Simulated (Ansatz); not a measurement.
# AlH3 (SMILES [AlH3]): MP2/3-21G

What is the vertical singlet–triplet gap of AlH3 at MP2/3-21G? 

The results are computed with Ansatz 0.2.0.

74 further runs of the same task are left out: 3 that didn't finish, 71 set aside as unsound or not needed.

**1. Starting point**

AlH3 has 4 atoms, charge 0, and is taken as a singlet. As SMILES, `[AlH3]`. The shape is that of a PBE0-D4/def2-TZVP optimisation.

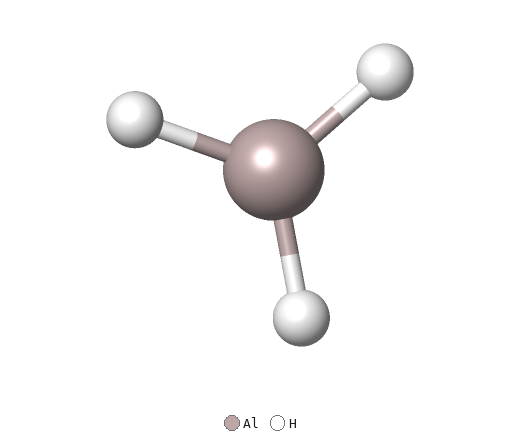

The structure, seen from a chosen angle (aluminium light grey, hydrogen white).

**2. A single-point energy at MP2/3-21G**

The input, job.yaml:

```yaml
crystal:
  periodic: [false, false, false]
  atoms:
    - {symbol: Al, position_ang: [0.013700, -0.014800, -0.005100]}
    - {symbol: H, position_ang: [0.633200, 0.670900, 1.283600]}
    - {symbol: H, position_ang: [-1.340800, -0.832000, 0.105100]}
    - {symbol: H, position_ang: [0.749400, 0.115700, -1.403900]}
basis:
  gaussian:
    orbitals: 3-21G.json
correlation:
  method: mp2
  frozen_orbitals: {Al: 5, H: 0}
accuracy: high
```

The basis set 3-21G is read from a file made from the Basis Set Exchange's data (not shown).

Run with:

```console
$ ansatz run job.yaml --threads 1 --pin off --max-ram 2610MiB --events-out events.jsonl --progress --plain --runs-dir runs
```

Standard output:

```text
Warning: RAYON_NUM_THREADS=1 ignored (pool sized by the plan → 1); use --threads N
Functional definition: HF
  name "HF"
  exchange = exact_x
  correlation = 0
374 factors; integrals over basis functions are off by at most 2.6e-9 eV
mean field evaluation 1: about -6592.6259 eV, gradient 6.3e0 eV
mean field evaluation 2: about -6592.6276 eV, gradient 6.3e0 eV
mean field evaluation 4: about -6592.8821 eV, gradient 1.5e-1 eV
mean field evaluation 8: about -6592.8824 eV, gradient 1.0e-4 eV
mean field -6592.88236965 eV, -242.2839582683 hartree, gradient 7.1e-8 eV, S^2 0.000000; 0 other end points of the search recorded, 0 dependent functions left out
5 core orbitals not correlated: weight in the atoms' cores, before any rotation towards them, 1.000 or more for the frozen orbitals, at most 0.000 for the correlated occupied ones
reference -6592.88236965 eV, -242.2839582683 hartree; 3, 3 occupied and 11, 11 virtual orbitals, 374 factors
second order -1.13890251 eV of doubles, -0.00000000 eV of singles
Total energy: -6594.02127215 eV, -242.3258121635 hartree
```

Run time: 0.08 s. Hardware: 1 thread of Arm Neoverse V2, shared host.

**3. The triplet at the same level**

The input, input.yaml:

```yaml
crystal:
  periodic: [false, false, false]
  atoms:
    - {symbol: Al, position_ang: [0.013700, -0.014800, -0.005100]}
    - {symbol: H, position_ang: [0.633200, 0.670900, 1.283600]}
    - {symbol: H, position_ang: [-1.340800, -0.832000, 0.105100]}
    - {symbol: H, position_ang: [0.749400, 0.115700, -1.403900]}
basis:
  gaussian:
    orbitals: 3-21G.json
accuracy: high
correlation:
  method: mp2
  frozen_orbitals: {Al: 5, H: 0}
magnetization:
  spin_polarized: true
  initial_magnetization: 2
```

The basis set 3-21G is read from a file made from the Basis Set Exchange's data (not shown).

Run with:

```console
$ ansatz run input.yaml --threads 1 --pin off --max-ram 2610MiB --events-out events.jsonl --progress --plain --runs-dir runs
```

Standard output:

```text
Warning: RAYON_NUM_THREADS=1 ignored (pool sized by the plan → 1); use --threads N
[... 4 set-up lines as earlier in the session ...]
374 factors; integrals over basis functions are off by at most 2.6e-9 eV
mean field evaluation 1: about -6587.0402 eV, gradient 6.8e0 eV
mean field evaluation 2: about -6587.0477 eV, gradient 6.8e0 eV
mean field evaluation 4: about -6587.7475 eV, gradient 1.1e0 eV
mean field evaluation 8: about -6587.8167 eV, gradient 1.7e-1 eV
mean field evaluation 16: about -6587.8230 eV, gradient 2.4e-2 eV
mean field evaluation 32: about -6587.8230 eV, gradient 4.7e-2 eV
mean field -6587.82339432 eV, -242.0980443540 hartree, gradient 2.3e-8 eV, S^2 2.004846; 4 other end points of the search recorded, 0 dependent functions left out
5 core orbitals not correlated: weight in the atoms' cores, before any rotation towards them, 1.000 or more for the frozen orbitals, at most 0.000 for the correlated occupied ones
reference -6587.82339432 eV, -242.0980443540 hartree; 4, 2 occupied and 10, 12 virtual orbitals, 374 factors
second order -1.02211022 eV of doubles, -0.00000000 eV of singles
Total energy: -6588.84550454 eV, -242.1356062120 hartree
```

Run time: 0.16 s. Hardware: 1 thread of Arm Neoverse V2, shared host.

**4. Results**

Level: MP2/3-21G, 5 core orbitals frozen.

| quantity | value |
| --- | --- |
| singlet: total energy | -242.32581 Eh |
| singlet: correlation energy (5 core orbitals frozen) | -41.9 mEh |
| triplet: total energy | -242.13561 Eh |
| triplet: correlation energy (5 core orbitals frozen) | -37.6 mEh |
| triplet: ⟨S²⟩ of the reference determinant | 2.005 |
| vertical energy of the triplet above the singlet | 5.176 eV |

What this shows: At this shape the triplet lies 5.18 eV (499 kJ/mol) above the singlet.
